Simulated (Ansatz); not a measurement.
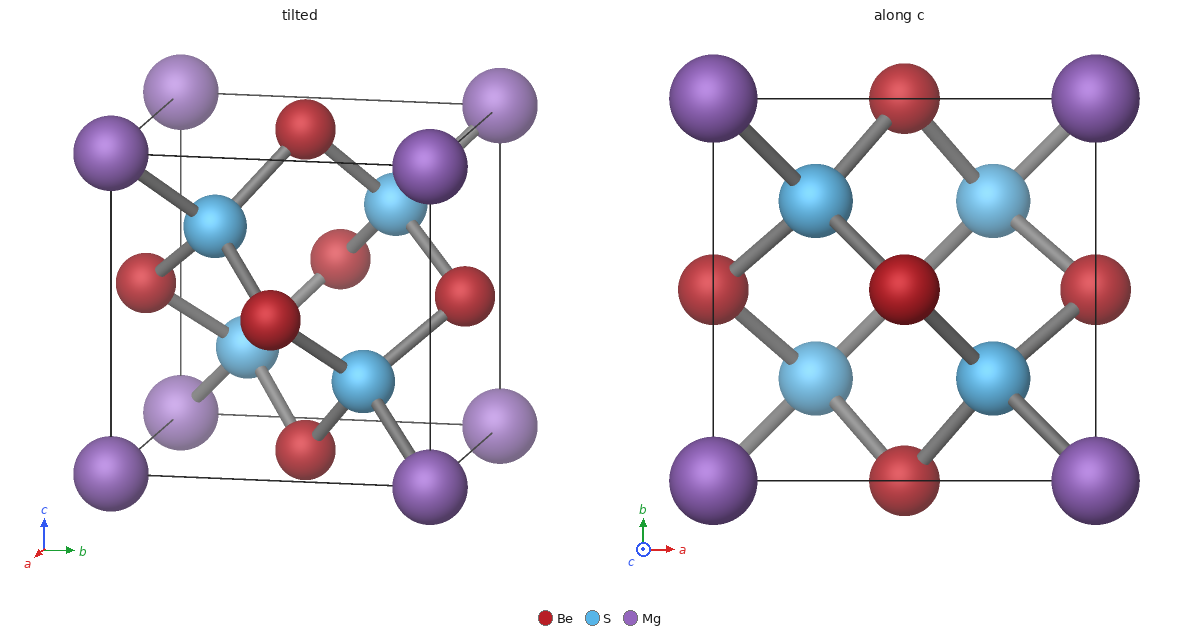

View slightly off an axis and along the c axis, drawn as a ball-and-stick model. The parallelepiped is the conventional unit cell.

MgBe₃S₄, space group P-43m (No. 215), a = 5.079 Å, b = 5.079 Å, c = 5.079 Å, α = 90.00°, β = 90.00°, γ = 90.00°. Provenance: a structure type filled with these elements by a generator (whether the compound takes this form wasn't checked). Earlier steps of the study, as a rule a relaxation of our own, may have changed the cell and positions, so they can lie some per cent off the listed ones. It was run through Ansatz as a DFT input.

This one geometry was computed with Ansatz (DFT, plane waves, PAW) at four levels of theory: PBE, HSE06, r2SCAN and PBE0. It was relaxed beforehand with r2SCAN.

> How does the band gap change with the level of theory?

PBE: a gap of 3.23 eV, direct; r2SCAN: a gap of 3.68 eV, direct; HSE06: a gap of 4.20 eV, direct; PBE0: a gap of 4.91 eV, direct.

> Collect the results in a table.

| level | cutoff (eV) | k-mesh of the run's cell | gap (eV) | pressure (GPa) |
| --- | --- | --- | --- | --- |
| PBE | 420 | 6×6×6 | 3.23 | 0.7 |
| HSE06 | 420 | 4×4×4 | 4.20 | -0.6 |
| r2SCAN | 500 | 6×6×6 | 3.68 | 0.0 |
| PBE0 | 420 | 4×4×4 | 4.91 | -0.6 |

Gaps are taken on the k-mesh or band path of each run.
